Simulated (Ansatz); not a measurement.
## Geometry relaxation, with input and output: Al2H4Cl2O (part 2 of 2)

The same run, continued: Al2H4Cl2O; RKS PBE0/def2-SVP (Ansatz 0.2.0). It belongs to a series of runs on one base structure; here: end point A relaxed.

Geometry of the input (Å):
```
Al 0.1904  0.3777  -0.1163
H  -0.2380  0.1401  1.3704
Cl 2.0391  1.2051  -0.6562
Cl -1.2138  -0.0187  -1.6399
O  0.1669  -2.4292  0.8247
Al -0.9235  -3.5746  0.1279
H  -0.2458  -4.5874  -0.8792
H  -2.4420  -3.5991  0.5824
H  -0.1044  -1.7238  1.4569
```

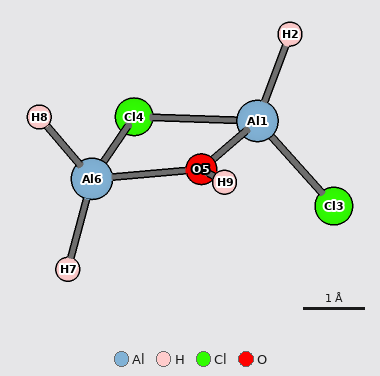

The geometry at step 17 of the log (ball-and-stick view, seen at a tilt; atoms are numbered from 1 in the order of the input).

### Trajectory as extended XYZ, continued
```
9
Properties=species:S:1:pos:R:3:forces:R:3 step=7 energy=-40327.40469
Al    0.1338   -0.1671    0.1264    0.1177  -0.0305   0.3247
H    -0.4794    0.5240    1.4091   -0.1250   0.1696  -0.1651
Cl    1.9482    0.5747   -0.6363   -0.0060  -0.0273  -0.1394
Cl   -1.2876   -0.8798   -1.4671   -0.0289  -0.4226   0.0274
O     0.2154   -1.9336    0.7253   -0.1385  -0.0371   0.2305
Al   -0.9337   -3.0311   -0.2456    0.0630   0.3662  -0.0937
H    -0.1689   -4.0896   -1.1319   -0.0351   0.1381  -0.1194
H    -2.2298   -3.3259    0.6152   -0.0063   0.0657  -0.0443
H     0.0309   -1.8813    1.6756    0.1590  -0.2221  -0.0206
9
Properties=species:S:1:pos:R:3:forces:R:3 step=8 energy=-40327.43703
Al    0.1581   -0.1843    0.2093    0.4639   0.0704  -0.0753
H    -0.5700    0.6318    1.3565    0.0352   0.0127  -0.2180
Cl    1.9491    0.5603   -0.7066   -0.5936  -0.2767   0.2525
Cl   -1.2556   -1.0671   -1.4136   -0.1702   1.0937  -0.6560
O     0.2346   -1.9467    0.7892   -0.1334   0.2106   0.3236
Al   -0.9514   -2.9400   -0.2949    0.2105  -1.0046   0.5651
H    -0.1933   -3.9942   -1.1996   -0.0129   0.0450   0.0063
H    -2.2344   -3.2718    0.5822    0.0421   0.0215  -0.0031
H     0.0919   -1.9979    1.7481    0.1583  -0.1725  -0.1951
9
Properties=species:S:1:pos:R:3:forces:R:3 step=9 energy=-40327.51995
Al    0.1796   -0.2115    0.2617   -0.1991   0.3590  -0.4945
H    -0.6515    0.7330    1.2044    0.1062  -0.0424   0.1257
Cl    1.9363    0.4894   -0.6895   -0.1482  -0.1848   0.1583
Cl   -1.3158   -0.9819   -1.4019    0.2869   0.1881   0.1268
O     0.2300   -1.9556    0.8320   -0.0689   0.0313   0.0088
Al   -0.9359   -2.9378   -0.2774   -0.1236  -0.2921  -0.0371
H    -0.1701   -3.9494   -1.2187    0.0227   0.0220   0.0258
H    -2.2269   -3.2690    0.5795    0.0348  -0.0505   0.0468
H     0.1832   -2.1269    1.7805    0.0892  -0.0306   0.0394
9
Properties=species:S:1:pos:R:3:forces:R:3 step=10 energy=-40327.56497
Al    0.1231   -0.1727    0.2268   -0.1851   0.0683   0.0403
H    -0.6078    0.7611    1.2740    0.0399  -0.1005  -0.0793
Cl    1.9183    0.4333   -0.6645    0.2027   0.0656  -0.0727
Cl   -1.2658   -0.9622   -1.4313   -0.0694  -0.0178   0.0112
O     0.1923   -1.9266    0.7983   -0.1706  -0.0968   0.2165
Al   -0.9522   -2.9711   -0.2745    0.1344   0.1121   0.0192
H    -0.1545   -3.9571   -1.2119   -0.0310  -0.0198  -0.0180
H    -2.2241   -3.3161    0.6039   -0.0162  -0.0121  -0.0383
H     0.1996   -2.0984    1.7498    0.0952   0.0010  -0.0789
9
Properties=species:S:1:pos:R:3:forces:R:3 step=11 energy=-40327.57475
Al    0.1179   -0.1671    0.2179    0.0582   0.0256  -0.0625
H    -0.6128    0.7543    1.2598   -0.0091   0.0266   0.0046
Cl    1.9399    0.4317   -0.6620   -0.0434  -0.0227   0.0294
Cl   -1.2831   -0.9546   -1.4258    0.0029  -0.0604   0.0456
O     0.1766   -1.9172    0.8133   -0.1105  -0.1111   0.1577
Al   -0.9471   -2.9700   -0.2668    0.0432   0.0985   0.0014
H    -0.1601   -3.9563   -1.2142    0.0059   0.0099  -0.0031
H    -2.2314   -3.3301    0.5865   -0.0094  -0.0038  -0.0186
H     0.2291   -2.1005    1.7621    0.0622   0.0374  -0.1545
9
Properties=species:S:1:pos:R:3:forces:R:3 step=12 energy=-40327.58295
Al    0.1099   -0.1598    0.2202   -0.0841  -0.0651   0.0199
H    -0.6125    0.7927    1.2418    0.0170   0.0171  -0.0132
Cl    1.9431    0.3908   -0.6572    0.0224  -0.0117   0.0062
Cl   -1.3047   -0.9574   -1.4075    0.0031   0.0286  -0.0154
O     0.1180   -1.9123    0.8308    0.1281   0.2222   0.0216
Al   -0.9573   -2.9618   -0.2617   -0.0930  -0.1060  -0.0508
H    -0.1241   -3.9258   -1.1927   -0.0023  -0.0111  -0.0145
H    -2.2589   -3.3522    0.5485   -0.0308  -0.0244  -0.0230
H     0.3155   -2.1241    1.7485    0.0396  -0.0496   0.0692
9
Properties=species:S:1:pos:R:3:forces:R:3 step=13 energy=-40327.58861
Al    0.0933   -0.1564    0.2270    0.0503  -0.0296   0.0160
H    -0.6247    0.8218    1.2241   -0.0082   0.0153   0.0044
Cl    1.9379    0.3765   -0.6484   -0.0163  -0.0163   0.0294
Cl   -1.3051   -0.9553   -1.4069   -0.0074  -0.0154   0.0259
O     0.1130   -1.9026    0.8490   -0.0361   0.0444   0.0078
Al   -0.9692   -2.9607   -0.2536    0.0472  -0.0166  -0.0299
H    -0.1171   -3.9209   -1.1742   -0.0101  -0.0073   0.0065
H    -2.2910   -3.3575    0.5161   -0.0265  -0.0076   0.0139
H     0.3920   -2.1547    1.7376    0.0070   0.0331  -0.0740
9
Properties=species:S:1:pos:R:3:forces:R:3 step=14 energy=-40327.59141
Al    0.0918   -0.1535    0.2393   -0.0645   0.0451  -0.0739
H    -0.6398    0.8418    1.2110    0.0141  -0.0030   0.0081
Cl    1.9423    0.3719   -0.6252    0.0150  -0.0201   0.0312
Cl   -1.3028   -0.9570   -1.4036   -0.0033  -0.0148   0.0233
O     0.0881   -1.8946    0.8523    0.0380   0.0251   0.0146
Al   -0.9765   -2.9654   -0.2513   -0.0406   0.0166  -0.0418
H    -0.1188   -3.9309   -1.1609    0.0068  -0.0074   0.0133
H    -2.3083   -3.3600    0.5069    0.0043  -0.0066  -0.0053
H     0.4529   -2.1621    1.7020    0.0301  -0.0349   0.0305
9
Properties=species:S:1:pos:R:3:forces:R:3 step=15 energy=-40327.52782 accepted=F
Al    0.0622   -0.1387    0.2499   -0.0213   0.1238  -0.0716
H    -0.6681    0.8992    1.1789    0.0114  -0.0228  -0.0152
Cl    1.9537    0.3338   -0.5670   -0.0295  -0.0323   0.0384
Cl   -1.3209   -0.9540   -1.3959   -0.0234  -0.0083  -0.0198
O     0.0331   -1.8688    0.8739    1.4498  -0.9057   1.8167
Al   -1.0002   -2.9642   -0.2442   -0.0485   0.0325   0.0162
H    -0.1015   -3.9404   -1.1066    0.0082   0.0260   0.0227
H    -2.3621   -3.3735    0.4568    0.0532   0.0237  -0.0199
H     0.6328   -2.2031    1.6249   -1.3999   0.7631  -1.7676
9
Properties=species:S:1:pos:R:3:forces:R:3 step=16 energy=-40327.59202
Al    0.0684   -0.1424    0.2215    0.0698  -0.0292   0.1200
H    -0.6485    0.8549    1.2021   -0.0204   0.0127  -0.0349
Cl    1.9612    0.3376   -0.5750   -0.0015   0.0268  -0.0425
Cl   -1.3274   -0.9580   -1.4007   -0.0182   0.0204  -0.0476
O     0.0868   -1.8828    0.8451   -0.1044  -0.0097  -0.0681
Al   -0.9822   -2.9617   -0.2522    0.0417  -0.0190   0.0650
H    -0.1158   -3.9293   -1.1521   -0.0057   0.0054  -0.0064
H    -2.3078   -3.3678    0.5105   -0.0060   0.0072  -0.0171
H     0.4943   -2.1604    1.6715    0.0448  -0.0146   0.0317
9
Properties=species:S:1:pos:R:3:forces:R:3 step=17 energy=-40327.59435
Al    0.0749   -0.1463    0.2327    0.0153   0.0094   0.0239
H    -0.6564    0.8611    1.1924    0.0038  -0.0054  -0.0069
Cl    1.9566    0.3450   -0.5848   -0.0037   0.0051  -0.0065
Cl   -1.3223   -0.9567   -1.3965   -0.0019  -0.0002  -0.0161
O     0.0855   -1.8873    0.8525   -0.0408  -0.0044   0.0184
Al   -0.9823   -2.9628   -0.2474    0.0001   0.0001   0.0019
H    -0.1158   -3.9280   -1.1496    0.0022  -0.0027   0.0063
H    -2.3180   -3.3643    0.5001    0.0076   0.0025  -0.0018
H     0.5068   -2.1705    1.6714    0.0173  -0.0044  -0.0191
9
Properties=species:S:1:pos:R:3:forces:R:3 step=18 energy=-40327.59711
Al    0.0642   -0.1417    0.2428    0.0203   0.0153  -0.0083
H    -0.6787    0.8803    1.1747   -0.0014   0.0051   0.0038
Cl    1.9600    0.3387   -0.5555   -0.0315  -0.0202   0.0156
Cl   -1.3216   -0.9567   -1.3989    0.0035   0.0008  -0.0041
O     0.0567   -1.8794    0.8698   -0.0949   0.0439  -0.1238
Al   -0.9946   -2.9575   -0.2389   -0.0369   0.0021  -0.0104
H    -0.1035   -3.9306   -1.1068    0.0113  -0.0139  -0.0093
H    -2.3426   -3.3549    0.4858   -0.0064  -0.0024  -0.0091
H     0.5891   -2.2080    1.5977    0.1361  -0.0308   0.1456
9
Properties=species:S:1:pos:R:3:forces:R:3 step=19 energy=-40327.59952
Al    0.0553   -0.1411    0.2481   -0.0007   0.0145  -0.0028
H    -0.6921    0.8888    1.1669   -0.0058   0.0071   0.0066
Cl    1.9591    0.3261   -0.5348    0.0002  -0.0113   0.0042
Cl   -1.3223   -0.9569   -1.3990   -0.0036  -0.0015  -0.0072
O     0.0471   -1.8770    0.8800    0.0038  -0.0173   0.0164
Al   -1.0026   -2.9558   -0.2336   -0.0031  -0.0053  -0.0054
H    -0.0987   -3.9336   -1.0859    0.0003  -0.0010   0.0009
H    -2.3617   -3.3498    0.4708   -0.0040   0.0019  -0.0031
H     0.6449   -2.2106    1.5582    0.0130   0.0130  -0.0097
9
Properties=species:S:1:pos:R:3:forces:R:3 step=20 energy=-40327.59454 accepted=F
Al    0.0396   -0.1392    0.2567   -0.0131   0.0180   0.0010
H    -0.7169    0.9019    1.1552   -0.0019   0.0024   0.0002
Cl    1.9601    0.3038   -0.4998    0.0106  -0.0041   0.0019
Cl   -1.3246   -0.9581   -1.3999   -0.0084   0.0053  -0.0183
O     0.0316   -1.8728    0.8964    0.5826  -0.3008   0.5033
Al   -1.0129   -2.9531   -0.2251    0.0196  -0.0114   0.0073
H    -0.0908   -3.9386   -1.0526   -0.0111   0.0138   0.0120
H    -2.3895   -3.3374    0.4500    0.0082   0.0027   0.0011
H     0.7323   -2.2163    1.4898   -0.5865   0.2741  -0.5085
9
Properties=species:S:1:pos:R:3:forces:R:3 step=21 energy=-40327.60017
Al    0.0498   -0.1397    0.2508   -0.0078   0.0030  -0.0016
H    -0.6993    0.8926    1.1661   -0.0020   0.0027  -0.0001
Cl    1.9589    0.3155   -0.5251    0.0110   0.0018  -0.0003
Cl   -1.3235   -0.9574   -1.3990   -0.0038   0.0007  -0.0053
O     0.0454   -1.8759    0.8831    0.0106  -0.0241   0.0381
Al   -1.0042   -2.9560   -0.2316    0.0101   0.0010   0.0005
H    -0.0969   -3.9361   -1.0790   -0.0036   0.0043   0.0062
H    -2.3689   -3.3460    0.4643    0.0016   0.0015   0.0001
H     0.6678   -2.2069    1.5412   -0.0161   0.0090  -0.0374
9
Properties=species:S:1:pos:R:3:forces:R:3 step=22 energy=-40327.60038
Al    0.0408   -0.1397    0.2559   -0.0172   0.0122   0.0018
H    -0.7153    0.9012    1.1565    0.0045  -0.0071  -0.0046
Cl    1.9612    0.3020   -0.5013    0.0097   0.0010   0.0001
Cl   -1.3259   -0.9571   -1.3999    0.0025  -0.0044  -0.0007
O     0.0366   -1.8749    0.8938    0.1939  -0.0935   0.1835
Al   -1.0099   -2.9543   -0.2265    0.0124  -0.0009   0.0096
H    -0.0931   -3.9380   -1.0603   -0.0046   0.0087   0.0071
H    -2.3830   -3.3392    0.4551    0.0062   0.0026  -0.0002
H     0.7175   -2.2098    1.4973   -0.2074   0.0815  -0.1967
9
Properties=species:S:1:pos:R:3:forces:R:3 step=23 energy=-40327.60187
Al    0.0348   -0.1384    0.2582    0.0095  -0.0086   0.0051
H    -0.7278    0.9031    1.1502   -0.0049   0.0051   0.0012
Cl    1.9643    0.2966   -0.4822   -0.0029  -0.0004   0.0009
Cl   -1.3228   -0.9595   -1.4034   -0.0010   0.0049  -0.0033
O     0.0328   -1.8732    0.9011   -0.0056  -0.0076  -0.0077
Al   -1.0130   -2.9515   -0.2207    0.0077   0.0013   0.0095
H    -0.0922   -3.9374   -1.0460    0.0025   0.0000   0.0031
H    -2.3885   -3.3317    0.4567   -0.0040   0.0008   0.0006
H     0.7414   -2.2178    1.4570   -0.0011   0.0045  -0.0094
9
Properties=species:S:1:pos:R:3:forces:R:3 step=24 energy=-40327.60199
Al    0.0332   -0.1389    0.2636   -0.0072  -0.0032  -0.0114
H    -0.7396    0.9038    1.1458    0.0084  -0.0012   0.0087
Cl    1.9636    0.2955   -0.4749   -0.0001   0.0003   0.0082
Cl   -1.3216   -0.9576   -1.4015   -0.0005  -0.0056  -0.0136
O     0.0336   -1.8752    0.9029   -0.0096   0.0087   0.0018
Al   -1.0149   -2.9506   -0.2183   -0.0041   0.0085   0.0048
H    -0.0882   -3.9417   -1.0310   -0.0030  -0.0011  -0.0030
H    -2.3969   -3.3210    0.4518    0.0027  -0.0053   0.0006
H     0.7597   -2.2241    1.4324    0.0134  -0.0011   0.0038
9
Properties=species:S:1:pos:R:3:forces:R:3 step=25 energy=-40327.60202
Al    0.0256   -0.1385    0.2639    0.0126   0.0086   0.0074
H    -0.7435    0.9058    1.1483   -0.0072  -0.0129  -0.0073
Cl    1.9628    0.2956   -0.4567    0.0069   0.0008  -0.0040
Cl   -1.3165   -0.9604   -1.4109   -0.0051  -0.0004   0.0030
O     0.0319   -1.8747    0.9036    0.0376  -0.0190   0.0442
Al   -1.0203   -2.9484   -0.2147    0.0078  -0.0174   0.0051
H    -0.0887   -3.9466   -1.0136   -0.0081   0.0015  -0.0094
H    -2.4049   -3.3166    0.4516    0.0041   0.0086  -0.0041
H     0.7827   -2.2261    1.3990   -0.0486   0.0301  -0.0349
9
Properties=species:S:1:pos:R:3:forces:R:3 step=26 energy=-40327.60214
Al    0.0278   -0.1389    0.2628   -0.0072   0.0077   0.0015
H    -0.7510    0.9007    1.1437    0.0039  -0.0005  -0.0031
Cl    1.9665    0.2958   -0.4540   -0.0017  -0.0006  -0.0001
Cl   -1.3160   -0.9635   -1.4096    0.0058   0.0083   0.0008
O     0.0334   -1.8735    0.9071    0.0345  -0.0348   0.0225
Al   -1.0177   -2.9494   -0.2106   -0.0141  -0.0015  -0.0176
H    -0.0949   -3.9452   -1.0228    0.0023  -0.0004   0.0097
H    -2.4045   -3.3121    0.4534    0.0077  -0.0014   0.0066
H     0.7854   -2.2237    1.4007   -0.0312   0.0232  -0.0204
9
Properties=species:S:1:pos:R:3:forces:R:3 step=27 energy=-40327.60224
Al    0.0273   -0.1391    0.2639   -0.0012  -0.0020   0.0024
H    -0.7516    0.9001    1.1445    0.0003   0.0009   0.0003
Cl    1.9654    0.2969   -0.4534    0.0028   0.0008   0.0005
Cl   -1.3131   -0.9623   -1.4111   -0.0049   0.0030  -0.0049
O     0.0334   -1.8749    0.9058    0.0020  -0.0008   0.0001
Al   -1.0194   -2.9491   -0.2129    0.0047  -0.0009   0.0027
H    -0.0953   -3.9470   -1.0202    0.0002  -0.0021  -0.0002
H    -2.4038   -3.3112    0.4557   -0.0009   0.0005   0.0006
H     0.7859   -2.2232    1.3985   -0.0030   0.0007  -0.0017
```

### Results in brief

| quantity | value |
| --- | --- |
| outcome | converged |
| total energy | −40327.6023 eV |
| mean-field energy | −40327.6023 eV |
| largest force (length of the vector) at the end | 0.008 eV/Å |
| hardware | 2 threads of Arm Neoverse V2, 24 GiB of memory available, shared host |
| wall time | 84 s (CPU time 2.2 min) |
| peak memory | 0.2 GiB |
